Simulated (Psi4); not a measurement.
**triplet HBr at 5 levels**

Aim: a comparison of 5 runs (UB3LYP/6-31G*, U-wB97X-V/cc-pVTZ, UDSD-PBEP86/cc-pVTZ, UTPSSh/cc-pVTZ, UOMP2/cc-pVTZ) of triplet HBr. 

The calculation is run with Psi4 1.11.

**1. The system as given**

HBr has 2 atoms, charge 0, and is taken as a triplet. As SMILES of the parent species, `Br`. The shape is that of a PBE0-D4/def2-TZVP optimisation. That shape belongs to the parent species and isn't relaxed for this state.

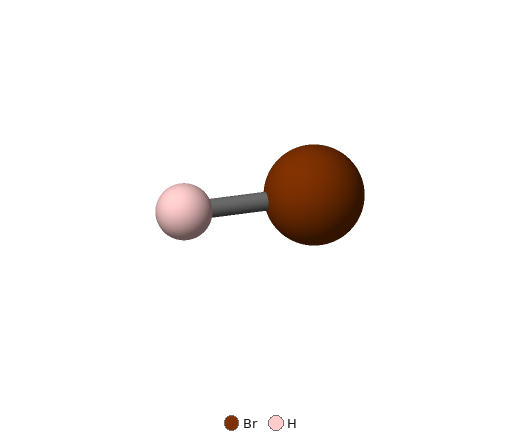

Viewed from a chosen angle; bromine brown, hydrogen pink.

**2. A single-point energy at UB3LYP/6-31G(d) (spherical functions) (run 1)**

Input file run.py:

```python
import psi4

psi4.set_memory(2200000000)
psi4.set_num_threads(1)
psi4.core.set_output_file('output.dat', False)

molecule = psi4.geometry("""
0 3
Br
H 1 1.420474
units angstrom
symmetry c1
""")

psi4.set_options({
    'basis': '6-31G*',
    'reference': 'uks',
    'puream': True,
    'e_convergence': 1e-09,
    'd_convergence': 1e-08,
    'scf_type': 'pk',
    'dft_radial_points': 99,
    'dft_spherical_points': 590,
    'maxiter': 100,
})

e_tot, wfn = psi4.energy('b3lyp', return_wfn=True)
psi4.oeprop(wfn, 'MAYER_INDICES', 'MULLIKEN_CHARGES', 'WIBERG_LOWDIN_INDICES')
print(f'total energy {e_tot:.8f} hartree = {e_tot * 27.211386:.5f} eV')
```

Run with:

```
$ python run.py
```

output.dat:

```text
[...]
  Running in c1 symmetry.
[...]
  Nuclear repulsion =   13.038747892217669
[...]
  Multiplicity = 3
[...]
  Nalpha       = 19
  Nbeta        = 17
[...]
    Number of basis functions: 34
[...]
   @UKS iter   1: -2573.99670999887076   -1.03374e+00   4.09398e-02 DIIS/ADIIS
[...]
   @UKS iter   9: -2574.23203801571026   -1.36424e-11   6.82559e-09 DIIS
[...]
   @S^2 Observed:                2.002183593E+00
[...]
  @UKS Final Energy: -2574.23203801571026
   => Energetics <=
    Nuclear Repulsion Energy =             13.0387478922176694
    One-Electron Energy =               -3605.6590288833863269
    Two-Electron Energy =                1092.1090514128229643
    DFT Exchange-Correlation Energy =     -73.7208084373644255
    Empirical Dispersion Energy =           0.0000000000000000
    VV10 Nonlocal Energy =                  0.0000000000000000
    Total Energy =                      -2574.2320380157098043
[...]
 Multipole Moments:
 ------------------------------------------------------------------------------------
     Multipole            Electronic (a.u.)      Nuclear  (a.u.)        Total (a.u.)
 ------------------------------------------------------------------------------------
 L = 1.  Multiply by 2.5417464519 to convert [e a0] to [Debye]
 Dipole X            :          0.0000000            0.0000000            0.0000000
 Dipole Y            :         -0.0000000            0.0000000           -0.0000000
 Dipole Z            :         -1.7030153            1.4657920           -0.2372233
 Magnitude           :                                                    0.2372233
[...]
```

The script printed:

```text
total energy -2574.23203802 hartree = -70048.42164 eV
```

It took 4.8 s on 1 thread of Intel Xeon at 2.70GHz, shared host; peak memory 0.3 GiB.

**3. The energy at U-wB97X-V/cc-pVTZ (run 2)**

Input file brh.json:

```json
{
 "schema_name": "qcschema_input",
 "schema_version": 1,
 "molecule": {
  "schema_name": "qcschema_molecule",
  "schema_version": 2,
  "symbols": ["Br", "H"],
  "geometry": [-1.13992059, 0.41188471, -0.57646095, 1.13992059, -0.41188471, 0.57646095],
  "molecular_charge": 0,
  "molecular_multiplicity": 3,
  "fix_symmetry": "c1"
 },
 "driver": "energy",
 "model": {
  "method": "wb97x-v",
  "basis": "cc-pVTZ"
 },
 "keywords": {
  "reference": "uks",
  "puream": true,
  "e_convergence": 1e-09,
  "d_convergence": 1e-08,
  "scf_type": "pk",
  "dft_radial_points": 99,
  "dft_spherical_points": 590,
  "maxiter": 100
 }
}
```

Run with:

```
$ psi4 --qcschema brh.json -n 1 --memory 2200MB
```

stdout:

```text
[...]
  Running in c1 symmetry.
[...]
  Nuclear repulsion =   13.038750043586015
[...]
  Multiplicity = 3
[...]
  Nalpha       = 19
  Nbeta        = 17
[...]
    Number of basis functions: 57
[...]
   @UKS iter   1: -2574.17014429278197   -1.14931e+00   1.74744e-02 ADIIS/DIIS
[...]
   @UKS iter  11: -2574.32836588541113   -9.09495e-13   3.73059e-09 DIIS
[...]
   @S^2 Observed:                2.003572862E+00
[...]
  @UKS Final Energy: -2574.32836588541113
   => Energetics <=
    Nuclear Repulsion Energy =             13.0387500435860151
    One-Electron Energy =               -3605.7869742928669439
    Two-Electron Energy =                1089.9234390079141122
    DFT Exchange-Correlation Energy =     -71.6556183582615063
    Empirical Dispersion Energy =           0.0000000000000000
    VV10 Nonlocal Energy =                  0.1520377142174416
    Total Energy =                      -2574.3283658854111309
[...]
 Multipole Moments:
 ------------------------------------------------------------------------------------
     Multipole            Electronic (a.u.)      Nuclear  (a.u.)        Total (a.u.)
 ------------------------------------------------------------------------------------
 L = 1.  Multiply by 2.5417464519 to convert [e a0] to [Debye]
 Dipole X            :         -0.0000000            0.0000000           -0.0000000
 Dipole Y            :          0.0000000            0.0000000            0.0000000
 Dipole Z            :         -2.0339926            1.4657917           -0.5682009
 Magnitude           :                                                    0.5682009
[...]
```

The result, in JSON:

```text
{
 "driver": "energy",
 "model": {
  "method": "wb97x-v",
  "basis": "cc-pVTZ"
 },
 "success": true,
 "return_result": -2574.328365885411,
 "properties": {
  "calcinfo_nbasis": 57,
  "calcinfo_nmo": 57,
  "calcinfo_nalpha": 19,
  "calcinfo_nbeta": 17,
  "calcinfo_natom": 2,
  "nuclear_repulsion_energy": 13.038750043586015,
  "return_energy": -2574.328365885411,
  "scf_one_electron_energy": -3605.786974292867,
  "scf_two_electron_energy": 1089.923439007914,
  "scf_vv10_energy": 0.15203771421744156,
  "scf_xc_energy": -71.6556183582615,
  "scf_dipole_moment": [-1.4254534668809983e-15, 6.349627323374062e-16, -0.5682008978996542],
  "scf_total_energy": -2574.328365885411,
  "scf_iterations": 11
 }
}
```

Wall time 49 s (1 thread of Intel Xeon at 2.70GHz, shared host); peak memory 1.2 GiB.

Run 3 isn't shown in full; the table further down has it.

**4. A single-point energy at UTPSSh/cc-pVTZ (run 4)**

Input file calc.dat:

```
memory 2200 MB

molecule system {
  0 3
  Br    -0.603220     0.217960    -0.305050
  H      0.603220    -0.217960     0.305050
  symmetry c1
}

set reference uks
set puream true
set e_convergence 1e-09
set d_convergence 1e-08
set scf_type pk
set dft_radial_points 99
set dft_spherical_points 590
set maxiter 100

e_tot, wfn = energy("tpssh/cc-pVTZ", return_wfn=True)
oeprop(wfn, "MULLIKEN_CHARGES", "DIPOLE", "QUADRUPOLE", title="TPSSH")
```

Run with:

```
$ psi4 -n 1 calc.dat calc.out
```

calc.out:

```text
[...]
  Running in c1 symmetry.
[...]
  Nuclear repulsion =   13.038750007487819
[...]
  Multiplicity = 3
[...]
  Nalpha       = 19
  Nbeta        = 17
[...]
    Number of basis functions: 57
[...]
   @UKS iter   1: -2574.28466672943932   -1.01322e+00   1.92122e-02 DIIS/ADIIS
[...]
   @UKS iter  10: -2574.49011307967839   -2.27374e-12   4.03027e-09 DIIS
[...]
   @S^2 Observed:                2.004400258E+00
[...]
  @UKS Final Energy: -2574.49011307967839
   => Energetics <=
    Nuclear Repulsion Energy =             13.0387500074878186
    One-Electron Energy =               -3605.5970525003376679
    Two-Electron Energy =                1100.6433179704106351
    DFT Exchange-Correlation Energy =     -82.5751285572392959
    Empirical Dispersion Energy =           0.0000000000000000
    VV10 Nonlocal Energy =                  0.0000000000000000
    Total Energy =                      -2574.4901130796783946
[...]
 Multipole Moments:
 ------------------------------------------------------------------------------------
     Multipole            Electronic (a.u.)      Nuclear  (a.u.)        Total (a.u.)
 ------------------------------------------------------------------------------------
 L = 1.  Multiply by 2.5417464519 to convert [e a0] to [Debye]
 Dipole X            :         -0.0000000            0.0000000           -0.0000000
 Dipole Y            :          0.0000000           -0.0000000            0.0000000
 Dipole Z            :         -1.9772039            1.4657917           -0.5114122
 Magnitude           :                                                    0.5114122
 L = 2.  Multiply by 1.3450342976 to convert [e a0^2] to [Debye ang]
 Quadrupole XX       :        -13.1144531            0.0000000          -13.1144531
 Quadrupole XY       :         -0.7435669           -0.0000000           -0.7435669
[...]
```

Run time: 29 s. Hardware: 1 thread of Intel Xeon at 2.70GHz, shared host; peak memory 1.5 GiB.

**5. The energy at UOMP2/cc-pVTZ (density fitting for correlation) (run 5)**

Input file input.inp:

```
memory 2200 mb

molecule {
  0 3
  Br    -0.603220     0.217960    -0.305050
  H      0.603220    -0.217960     0.305050
  symmetry c1
  no_reorient
  no_com
}

set reference uhf
set puream true
set e_convergence 1e-09
set d_convergence 1e-08
set scf_type pk
set num_frozen_docc 9
set maxiter 100

energy("omp2/cc-pVTZ")
print_variables()
```

Run with:

```
$ psi4 -i input.inp -o input.out -n 1
```

input.out:

```text
[...]
  Running in c1 symmetry.
[...]
  Nuclear repulsion =   13.038750007487819
[...]
  Multiplicity = 3
[...]
  Nalpha       = 19
  Nbeta        = 17
[...]
    Number of basis functions: 57
[...]
   @UHF iter   1: -2572.71758405972605   -1.47195e+00   1.46450e-02 DIIS/ADIIS
[...]
   @UHF iter  12: -2572.83317539127347   -2.27374e-12   4.62415e-09 DIIS
[...]
   @S^2 Observed:                2.012999719E+00
[...]
  @UHF Final Energy: -2572.83317539127347
   => Energetics <=
    Nuclear Repulsion Energy =             13.0387500074878186
    One-Electron Energy =               -3606.7066801805658542
    Two-Electron Energy =                1020.8347547818043495
    Total Energy =                      -2572.8331753912734712
  UHF NO Occupations:
  HONO-2 :   17  A 1.9966635
  HONO-1 :   18  A 1.0000000
[...]
 Multipole Moments:
 ------------------------------------------------------------------------------------
     Multipole            Electronic (a.u.)      Nuclear  (a.u.)        Total (a.u.)
 ------------------------------------------------------------------------------------
 L = 1.  Multiply by 2.5417464519 to convert [e a0] to [Debye]
 Dipole X            :         38.2841253          -38.7573002           -0.4731749
 Dipole Y            :        -13.8331089           14.0040800            0.1709711
 Dipole Z            :         19.3603866          -19.5996725           -0.2392858
 Magnitude           :                                                    0.5571205
[...]
	DF-SCS-MP2 Total Energy (a.u.)     : -2573.03720380502818
	DF-SOS-MP2 Total Energy (a.u.)     : -2573.03208778280623
[...]
	DF-SCS-OMP2 Total Energy (a.u.)    : -2573.03916407513725
	DF-SOS-OMP2 Total Energy (a.u.)    : -2573.01801652969243
	DF-SCS(N)-OMP2 Total Energy (a.u.) : -2572.94240267730174
[...]
	DF-OMP2 Total Energy (a.u.)        : -2573.05024701733555
[...]
```

Wall time 62 s (1 thread of Intel Xeon at 2.70GHz, shared host); peak memory 1 GiB.

**6. Overview of the runs**

| run | level | frozen core orbitals | fitting correlation | energy (Eh) | dipole moment (D) | HOMO energy (eV) | ⟨S²⟩ | wall time |
| --- | --- | --- | --- | --- | --- | --- | --- | --- |
| 1 | UB3LYP/6-31G* (spherical functions) | 0 | – | -2574.232038 | 0.60 | -2.09 | 2.002 | 4.8 s |
| 2 | U-wB97X-V/cc-pVTZ | 0 | – | -2574.328366 | 1.44 | -4.85 | 2.004 | 49 s |
| 3 | UDSD-PBEP86/cc-pVTZ (density fitting for correlation) | 9 | density fitting | -2573.698613 | – | -4.50 | 2.009 | 26 s |
| 4 | UTPSSh/cc-pVTZ | 0 | – | -2574.490113 | 1.30 | -2.43 | 2.004 | 29 s |
| 5 | UOMP2/cc-pVTZ (density fitting for correlation) | 9 | density fitting | -2573.050247 | – | -5.39 | 2.013 | 62 s |

**7. Outcome**

```
                                                         quantity           value
                                              run 5: total energy  -2573.05025 Eh
run 5: HOMO energy (Hartree–Fock orbitals) (highest over α and β)        -5.39 eV
 run 5: LUMO energy (Hartree–Fock orbitals) (lowest over α and β)        -2.06 eV
               run 5: correlation energy (9 core orbitals frozen)      -217.1 mEh
                         run 5: ⟨S²⟩ of the reference determinant           2.013
```

**Reading.** Over runs 1, 2, 4 the dipole moment (its size) runs from 0.60 D (UB3LYP/6-31G*) to 1.44 D (U-wB97X-V/cc-pVTZ). The two ends differ in method and basis. Totals of different functionals can't be ranked against each other. All runs together took 2.9 min, the longest 62 s.
